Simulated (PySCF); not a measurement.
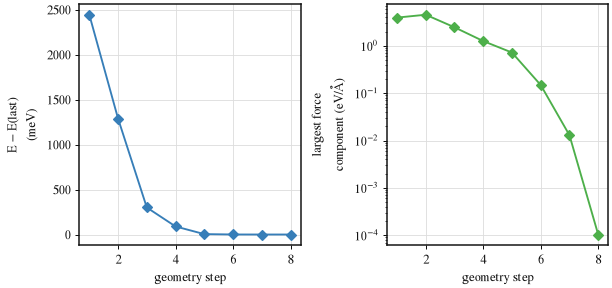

History of a geometry optimisation. The start has point group C2v, which is kept. A held symmetry can leave a saddle point.

- system: CSH2 (SMILES C=S)
- method: RKS-based PBE0, C def2-TZVP, S def2-TZVP, H def2-TZVP; non-relativistic Hamiltonian; density fitting in PySCF 2.14.0

**How did it end, and what did it gain?**

The optimisation met its thresholds at geometry 8, counting the start as the first. The energy fell by about 2400 meV from the first step to the last. The largest force component goes from about 3.9 eV/Å at the start to 10⁻⁴ eV/Å at the end.
